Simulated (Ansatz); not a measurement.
SiNH6F: several calculations on one system

**1. Relaxation**

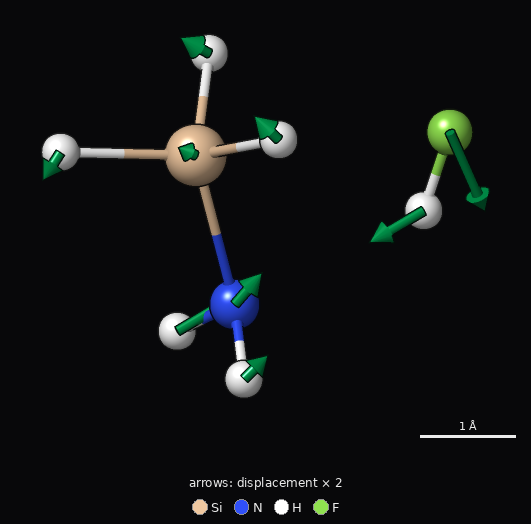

This is a relaxation of SiNH$_{6}$F. The starting structure is drawn; green arrows show the displacements, 2 times their true length. The two geometries are superimposed by the best rigid fit.

Style: ball-and-stick. Shown at a tilt.

The run prepares an end point of a later path (reaction) calculation, from a guessed geometry.

The calculation used RKS PBE0/def2-SVP (Ansatz).

Input
```yaml
crystal:
  periodic: [false, false, false]
  atoms:
    - { symbol: Si, position_ang: [-0.075204, 0.145447, 0.17897] }
    - { symbol: "N", position_ang: [-0.031276, 0.041582, 1.973542] }
    - { symbol: H, position_ang: [-0.938693, 0.059964, 2.437173] }
    - { symbol: H, position_ang: [0.581086, 0.715363, 2.430311] }
    - { symbol: H, position_ang: [1.323366, 0.270412, -0.306921] }
    - { symbol: H, position_ang: [-0.82597, 1.356464, -0.292946] }
    - { symbol: H, position_ang: [-0.801823, -1.04341, -0.338077] }
    - { symbol: F, position_ang: [1.355133, -2.193981, 0.747487] }
    - { symbol: H, position_ang: [1.074379, -1.87204, 1.56976] }
basis:
  gaussian: { orbitals: def2-SVP }
hamiltonian:
  xc: pbe0
relax:
  f_tol: 0.03
  max_steps: 50
```

Run as
```bash
ansatz run input.yaml --threads 1 --pin off --max-ram 2048MiB --backend cpu --events-out ev --progress --plain --runs-dir out
```

Atoms of which element are displaced furthest, and by how much?

Answer. Fluorine: up to 0.54 Å, against 0.37 Å for hydrogen.

What did the optimiser do to the structure, and how much energy did it gain?

Answer. The atom that moves furthest after the best rigid fit is F8 (0.54 Å). By element the largest moves are F 0.54 Å, H 0.37 Å, N 0.23 Å, Si 0.12 Å. Among the contacts that change: Si1–N2 1.798 → 1.769 Å, F8–H9 0.927 → 0.951 Å. Among the angles between lasting bonds that change: H5–Si1–H7 114.4° → 112.1°. Over 6 accepted moves (7 points after the start) the energy falls by 0.271 eV. Largest force component: 0.77 eV/Å at the start, 0.018 eV/Å at the end. The line search rejected the trial step at point 3 of the run. Cost: 9.3 s on 1 thread of AMD EPYC 9R45 96-Core Processor (Zen 5), on a shared host, peak memory 0.15 GiB.

Limits of the set-up: the start holds two separate molecules, 2.2 Å apart at their closest, whose relative position is a soft coordinate and is computed without a dispersion correction.

**2. Relaxation**

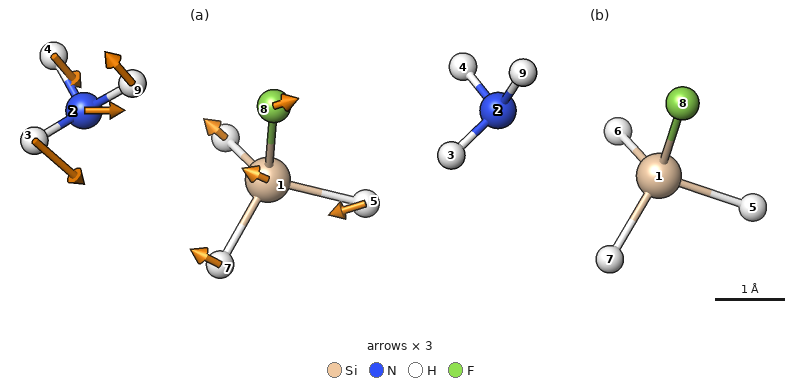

The structure of SiNH₆F before (left) and after (right) a relaxation, at one scale. The orange arrows give the displacements, magnified 3 times.

The picture is a ball-and-stick view, seen from a free direction.

The run prepares an end point of a later path (reaction) calculation, from a guessed geometry.

Method: Ansatz, RKS PBE0/def2-SVP.

Input file:
```yaml
crystal:
  periodic: [false, false, false]
  atoms:
    - { symbol: Si, position_ang: [0.397134, -0.222891, -0.483514] }
    - { symbol: "N", position_ang: [-0.237329, -0.21367, 2.465687] }
    - { symbol: H, position_ang: [-0.961478, -0.690534, 3.003314] }
    - { symbol: H, position_ang: [0.123542, 0.530239, 3.064507] }
    - { symbol: H, position_ang: [0.905016, -0.357303, -1.887081] }
    - { symbol: H, position_ang: [0.443328, 1.214399, -0.102124] }
    - { symbol: H, position_ang: [-0.971513, -0.804783, -0.417808] }
    - { symbol: F, position_ang: [1.420947, -1.089278, 0.416946] }
    - { symbol: H, position_ang: [0.541354, -0.886379, 2.339371] }
basis:
  gaussian: { orbitals: def2-SVP }
hamiltonian:
  xc: pbe0
relax:
  f_tol: 0.03
  max_steps: 50
```

Launched with:
```bash
ansatz run input.yaml --threads 1 --pin off --max-ram 2048MiB --backend cpu --events-out ev --progress --plain --runs-dir out
```

What changed between the two?

After 6 accepted moves (7 points after the start) the energy has fallen by 1.18 kcal/mol. Largest force component: 0.58 eV/Å at the start, 0.023 eV/Å at the end. The line search rejected the trial step at point 4 of the run. The atom that moves furthest after the best rigid fit is H3 (0.38 Å). Largest moves by element: H 0.38 Å, N 0.20 Å, Si 0.15 Å, F 0.14 Å. Near-neighbour distances that change, for instance: Si1–N2 3.017 → 2.684 Å, Si1–F8 1.615 → 1.636 Å, N2–H9 1.037 → 1.019 Å, Si1–H5 1.499 → 1.503 Å. Bond angles that change, for instance: H7–Si1–F8 110.4° → 113.3°, H5–Si1–F8 105.0° → 102.2°, H5–Si1–H7 108.5° → 105.9°. Cost: 9.1 s on 1 thread of AMD EPYC 9R45 96-Core Processor (Zen 5) (shared host), peak memory 0.15 GiB.

**3. Path**

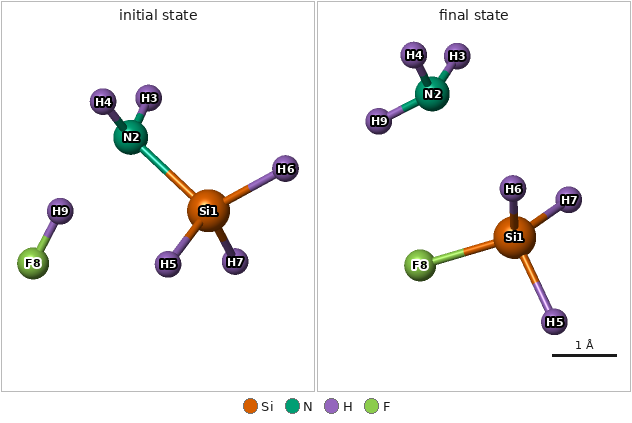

The two relaxed end points of a path for SiNH₆F. The picture is a ball-and-stick view, seen at a tilt.

Computed with RKS PBE0/def2-SVP in Ansatz 0.2.0.

Run with 5 movable images; climbing image; force threshold 0.05 eV/Å; iteration limit 60.

Start:
```xyz
9

Si   -0.1143    0.2248    0.0979
N     0.0787   -0.1000    1.8266
H    -0.7816   -0.2558    2.3490
H     0.6491    0.5705    2.3387
H     1.2518    0.3482   -0.4763
H    -0.8699    1.4877   -0.1798
H    -0.8652   -0.9190   -0.4840
F     1.3799   -2.3158    1.2802
H     0.9325   -1.5607    1.6470
```

End:
```xyz
9

Si    0.3661   -0.1565   -0.3280
N    -0.1097   -0.3420    2.3070
H    -0.9994   -0.7279    2.6189
H     0.0736    0.4843    2.8744
H     0.7299   -0.1304   -1.7860
H     0.4601    1.2511    0.1418
H    -0.9968   -0.7472   -0.2576
F     1.5246   -1.1267    0.2989
H     0.6127   -1.0250    2.5298
```

### What barrier does the band find between them, and by what path?

Forward barrier 0.58 eV, backward barrier 1.12 eV, with image 1 at the top; the reaction energy is −0.54 eV. Breaking: F8–H9 (0.95 → 1.22 at the top → 2.41 Å), Si1–N2 (1.77 → 1.88 at the top → 2.68 Å). Forming: N2–H9 (1.70 → 1.20 at the top → 1.02 Å), Si1–F8 (3.18 → 2.08 at the top → 1.64 Å). The band converged in 19 iterations, with a climbing image at the top. At the top, the vibrational analysis gives one imaginary mode (654i cm⁻¹), as a transition state must have.

Energies of the converged images:

```json
{"image": "0", "path (Å)": "0.00", "E (eV)": "0.000"}
{"image": "1", "path (Å)": "1.10", "E (eV)": "0.583"}
{"image": "2", "path (Å)": "1.87", "E (eV)": "0.062"}
{"image": "3", "path (Å)": "2.65", "E (eV)": "-0.098"}
{"image": "4", "path (Å)": "3.42", "E (eV)": "-0.430"}
{"image": "5", "path (Å)": "4.20", "E (eV)": "-0.543"}
{"image": "6", "path (Å)": "4.97", "E (eV)": "-0.541"}
```

The geometry at the top of the path:

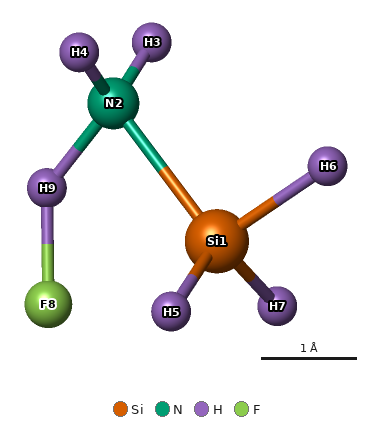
